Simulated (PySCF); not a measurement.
C4H4N2, SMILES `c1cnccn1`.

PySCF calculation, r2SCAN/def2-SVPD, gas phase; geometry: GFN2-xTB. No frequency check shows the geometry to be a minimum.

Coordinates in Å:

```
C1       1.1217    0.7066    0.0000
C2       1.1365   -0.6827    0.0000
N3       0.0160   -1.3859    0.0000
C4      -1.1217   -0.7066    0.0000
C5      -1.1365    0.6827    0.0000
N6      -0.0160    1.3859    0.0000
H7       2.0309    1.2920    0.0000
H8       2.0579   -1.2486    0.0000
H9      -2.0309   -1.2920    0.0000
H10     -2.0579    1.2486    0.0000
```

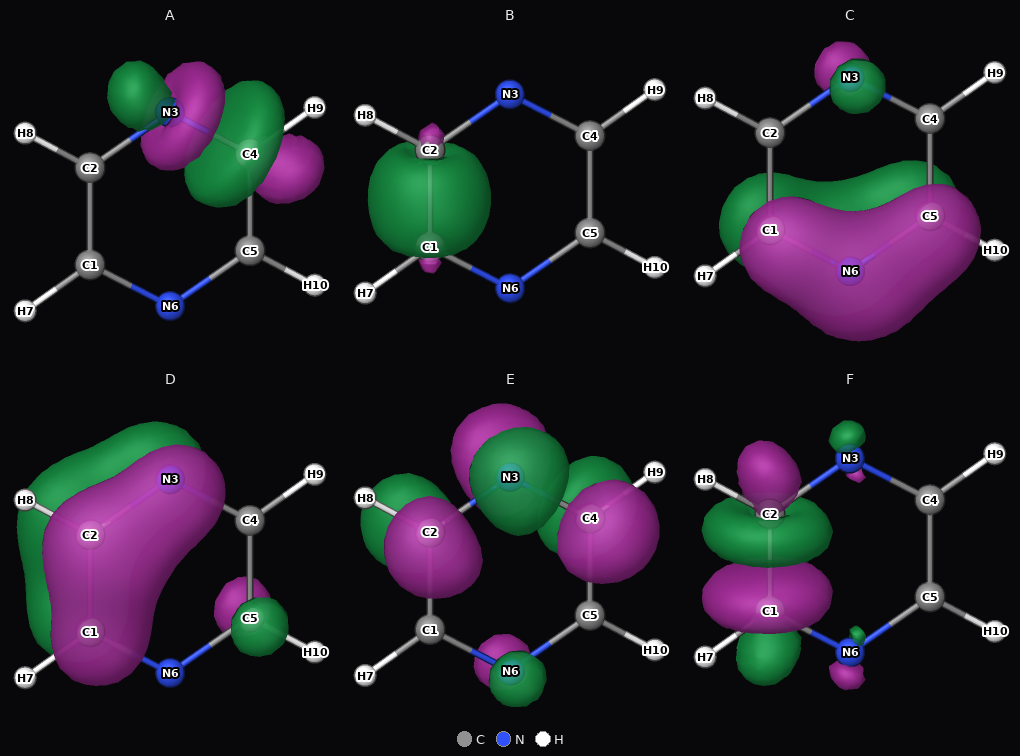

Intrinsic bond orbitals (IBO), occupied and valence-virtual; each surface holds about 80 % of the orbital's density. Energies are diagonal elements of the Fock matrix.

**Name the orbitals, with their atomic make-up and energies.**

By panel:
- A: σ* orbital C4–N3 (C4 56 %, N3 43 %; 12.9 eV)
- B: σ bond C1–C2 (C1 50 %, C2 50 %; −16.5 eV)
- C: delocalised π orbital mainly over N6, C5 and C1 (N6 54 %, C5 21 %, C1 21 %; −9.7 eV)
- D: delocalised π orbital mainly over C2, N3 and C1 (C2 48 %, N3 25 %, C1 21 %; −8.9 eV)
- E: delocalised π* orbital mainly over N3, C2 and C4 (N3 46 %, C2 25 %, C4 25 %; 0.0 eV)
- F: σ* orbital C2–C1 (C2 49 %, C1 49 %; 13.6 eV)

**How do all the valence pairs divide up?**

15 pairs: 10 σ bonds, 3 delocalised π orbitals and 2 lone pairs.
